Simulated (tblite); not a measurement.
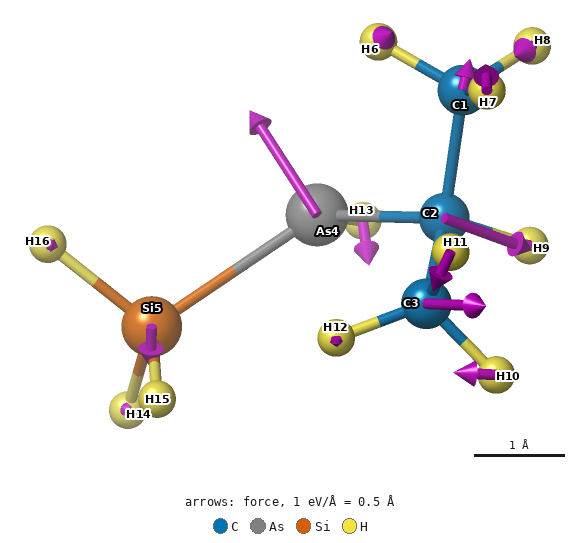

Starting geometry of C₃H₁₁AsSi with the computed forces as purple arrows. Style: ball-and-stick. Shown from a free direction.

Theory: tblite 0.8.0, GFN2-xTB geometry optimisation, gas phase. 

**Is this structure relaxed? If not, where do the atoms go?**

It isn't relaxed: the largest force vector, on As4, is 3.05 eV/Å. The final displacements have little in common with the starting forces (cosine between the two patterns 0.15). After 132 geometry steps the energy has fallen by 38.4 kcal/mol. The atom that moves furthest after the best rigid fit is H13 (2.00 Å). Largest moves by element: H 2.00 Å, As 0.77 Å, C 0.49 Å, Si 0.42 Å. Near-neighbour distances that change, for instance: C2–As4 1.936 → 2.009 Å, As4–H13 1.572 → 1.510 Å, As4–Si5 2.265 → 2.325 Å, C3–H11 1.128 → 1.091 Å. Among the angles between lasting bonds that change: Si5–As4–H13 115.0° → 92.7°, C2–As4–H13 114.0° → 94.3°, C2–As4–Si5 116.9° → 100.6°. Groups turn about C2–C3 by about 55°, C1–C2 by about 40°.
